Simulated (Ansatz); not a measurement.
# One shape, several levels: BH3O (BH2(OH))

We compute a comparison of 6 runs (UHF/STO-3G, wB97X/STO-3G, MP2/STO-3G, UMP2/STO-3G, BCCD(T)/STO-3G, CCSDT(Q)/STO-3G) of BH3O (BH2(OH)). 

The calculation is run with Ansatz 0.2.0.

45 further runs of the same task are left out: 1 that didn't finish, 44 set aside as unsound or not needed.

**1. The molecule**

The species is BH3O (5 atoms), meant as a singlet with charge 0. SMILES: `[H]B([H])O`. The O4–B1 distance was set to 1.988 Å, away from the relaxed value.

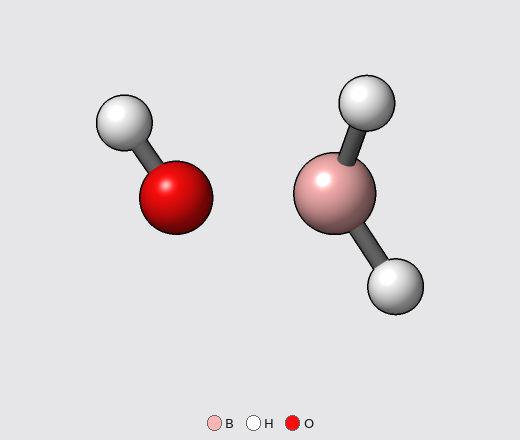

Viewed from a chosen angle; boron pink, hydrogen white, oxygen red.

**2. A single-point energy at UHF/STO-3G (run 1)**

File input.yaml:

```yaml
crystal:
  periodic: [false, false, false]
  atoms:
    - {symbol: B, position_ang: [0.486181, 0.913115, -0.250005]}
    - {symbol: H, position_ang: [1.618761, 1.000675, -0.537115]}
    - {symbol: H, position_ang: [-0.217699, 1.861995, -0.222205]}
    - {symbol: O, position_ang: [-0.159420, -0.918700, 0.174490]}
    - {symbol: H, position_ang: [-1.082200, -1.025180, 0.410320]}
basis:
  gaussian:
    orbitals: STO-3G
accuracy: high
magnetization:
  spin_polarized: true
  initial_magnetization: 0
hamiltonian:
  xc: hf
```

On the command line:

```
ansatz run input.yaml --threads 1 --pin off --max-ram 2610MiB --events-out events.jsonl --progress --plain --runs-dir runs
```

The program printed:

```text
Warning: RAYON_NUM_THREADS=1 ignored (pool sized by the plan → 1); use --threads N
Functional definition: HF
  name "HF"
  exchange = exact_x
  correlation = 0
207 factors; integrals over basis functions are off by at most 4.5e-8 eV
mean field evaluation 1: about -2711.2097 eV, gradient 2.1e1 eV
mean field evaluation 2: about -2711.2315 eV, gradient 2.1e1 eV
mean field evaluation 4: about -2715.5369 eV, gradient 2.3e0 eV
mean field evaluation 8: about -2715.6496 eV, gradient 7.4e-2 eV
mean field evaluation 16: about -2715.8146 eV, gradient 9.6e-1 eV
mean field evaluation 32: about -2715.2749 eV, gradient 2.9e0 eV
mean field evaluation 64: about -2713.2659 eV, gradient 9.7e0 eV
mean field evaluation 96: about -2713.3202 eV, gradient 3.5e0 eV
mean field -2715.93107977 eV, -99.8086262575 hartree, gradient 2.6e-8 eV, S^2 0.424567; 3 other end points of the search recorded, 0 dependent functions left out
reference -2715.93107977 eV, -99.8086262575 hartree; 8, 8 occupied and 5, 5 virtual orbitals, 207 factors
Total energy: -2715.93107977 eV, -99.8086262575 hartree
```

It took 0.12 s on 1 thread of Arm Neoverse V1, shared host.

**3. The energy at wB97X/STO-3G (run 2)**

File job.yaml:

```yaml
crystal:
  periodic: [false, false, false]
  atoms:
    - {symbol: B, position_ang: [0.486181, 0.913115, -0.250005]}
    - {symbol: H, position_ang: [1.618761, 1.000675, -0.537115]}
    - {symbol: H, position_ang: [-0.217699, 1.861995, -0.222205]}
    - {symbol: O, position_ang: [-0.159420, -0.918700, 0.174490]}
    - {symbol: H, position_ang: [-1.082200, -1.025180, 0.410320]}
basis:
  gaussian:
    orbitals: STO-3G
total_charge: 0
hamiltonian:
  xc: {name: wB97X}
accuracy: high
```

On the command line:

```
ansatz run job.yaml --threads 1 --pin off --max-ram 2610MiB --events-out events.jsonl --progress --plain --runs-dir runs
```

The program printed (excerpt; [...] marks lines left out):

```text
Warning: RAYON_NUM_THREADS=1 ignored (pool sized by the plan → 1); use --threads N
Functional definition: wB97X
  name "wB97X"
[...]
      + exact_x_lr(omega)
[...]
      + integral(e_c_pw_opposite_spin*poly(b97_u_opposite, 1, cos1, cos2, cos3, cos4))
207 factors; integrals over basis functions are off by at most 4.5e-8 eV
124 factors; integrals over basis functions are off by at most 1.4e-9 eV
[...]
mean field -2730.65422038 eV, -100.3496916949 hartree, gradient 3.0e-8 eV, S^2 0.000000; 0 other end points of the search recorded, 0 dependent functions left out
reference -2730.65421882 eV, -100.3496916377 hartree; 8, 8 occupied and 5, 5 virtual orbitals, 207 factors
Total energy: -2730.65421882 eV, -100.3496916377 hartree
```

Wall time 3.3 s (1 thread of Arm Neoverse V1, shared host); peak memory 0.19 GiB.

Runs 3 to 4 aren't shown in full; the table further down has their settings and results.

**4. The energy at BCCD(T)/STO-3G (run 5)**

job.yaml, as its differences from that of step 3:

```diff
@@ -11,5 +11,7 @@
     orbitals: STO-3G
-total_charge: 0
-hamiltonian:
-  xc: {name: wB97X}
+correlation:
+  method: bccd_t
+  frozen_orbitals: {B: 1, H: 0, O: 1}
 accuracy: high
+scf:
+  omitted_lower_state_checks: [cluster_reference, increment]
```

On the command line:

```
ansatz run job.yaml --threads 1 --pin off --max-ram 2610MiB --events-out events.jsonl --progress --plain --runs-dir runs
```

The program printed (excerpt; [...] marks lines left out):

```text
Warning: RAYON_NUM_THREADS=1 ignored (pool sized by the plan → 1); use --threads N
[... 2 set-up lines as earlier in the session ...]
[...]
207 factors; integrals over basis functions are off by at most 4.5e-8 eV
[...]
mean field -2715.64964875 eV, -99.7982838581 hartree, gradient 2.2e-8 eV, S^2 0.000000; 0 other end points of the search recorded, 0 dependent functions left out; unrestricted orbitals would lower it
2 core orbitals not correlated: weight in the atoms' cores, before any rotation towards them, 1.000 or more for the frozen orbitals, at most 0.000 for the correlated occupied ones
reference -2715.64964875 eV, -99.7982838581 hartree; 6, 6 occupied and 5, 5 virtual orbitals, 207 factors
second order -2.49842145 eV of doubles, -0.00000000 eV of singles
cycle   1  -3.03361870 eV  change   -5.4e-1 eV  update   1.1e-1
[...]
cycle  26  -3.40294423 eV  change   9.5e-11 eV  update  9.4e-10
perturbative correction -0.20377390 eV, -0.0074885527 hartree
Total energy: -2719.25636688 eV, -99.9308283048 hartree
Checks for a lower state left out: cluster_reference, increment
```

Run time: 0.14 s. Hardware: 1 thread of Arm Neoverse V1, shared host.

**5. The energy at CCSDT(Q)/STO-3G (run 6)**

File in.yaml:

```yaml
crystal:
  periodic: [false, false, false]
  atoms:
    - {symbol: B, position_ang: [0.486181, 0.913115, -0.250005]}
    - {symbol: H, position_ang: [1.618761, 1.000675, -0.537115]}
    - {symbol: H, position_ang: [-0.217699, 1.861995, -0.222205]}
    - {symbol: O, position_ang: [-0.159420, -0.918700, 0.174490]}
    - {symbol: H, position_ang: [-1.082200, -1.025180, 0.410320]}
basis:
  gaussian: {orbitals: STO-3G}
correlation: {method: ccsdt_q, frozen_orbitals: {B: 1, H: 0, O: 1}}
accuracy: high
scf: {omitted_lower_state_checks: [cluster_reference, increment]}
```

On the command line:

```
ansatz run in.yaml --threads 1 --pin off --max-ram 2610MiB --events-out events.jsonl --progress --plain --runs-dir runs
```

The program printed:

```text
Warning: RAYON_NUM_THREADS=1 ignored (pool sized by the plan → 1); use --threads N
[... 11 lines left out ...]
2 core orbitals not correlated: weight in the atoms' cores, before any rotation towards them, 1.000 or more for the frozen orbitals, at most 0.000 for the correlated occupied ones
[... 34 lines left out ...]
Total energy: -2719.39886434 eV, -99.9360649896 hartree
Checks for a lower state left out: cluster_reference, increment
```

Wall time 0.22 s (1 thread of Arm Neoverse V1, shared host).

**6. Overview of the runs**

```
run            level  frozen core orbitals  energy (Eh)  wall time
  1       UHF/STO-3G                     –   -99.808626     0.12 s
  2     wB97X/STO-3G                     –  -100.349692      3.3 s
  3       MP2/STO-3G                     2   -99.890099     0.08 s
  4      UMP2/STO-3G                     2   -99.869784     0.16 s
  5   BCCD(T)/STO-3G                     2   -99.930828     0.14 s
  6  CCSDT(Q)/STO-3G                     2   -99.936065     0.22 s
```

**7. Results**

| quantity | value |
| --- | --- |
| run 6: total energy | -99.93606 Eh |
| run 6: correlation energy (2 core orbitals frozen) | -137.8 mEh |
| run 6: T1 diagnostic | 0.046 |

**Reading.** Below the UHF energy at the same shape and in the same basis (STO-3G): MP2 -81.5 mEh; UMP2 -61.2 mEh; BCCD(T) -122.2 mEh; CCSDT(Q) -127.4 mEh. Some of these start from another determinant than that one, so these aren't their correlation energies. In runs 3, 5, 6 the log says that unrestricted orbitals would lower the reference, so the values rest on an unstable closed-shell determinant (other closed-shell runs at this shape may share the fault). In runs 1, 2, 3, 4, 5, 6 the basis is minimal, so the values are rough. Spin contamination of the reference: run 1 ⟨S²⟩ = 0.42, run 4 ⟨S²⟩ = 0.42. All runs together took 4 s, the longest 3.3 s.
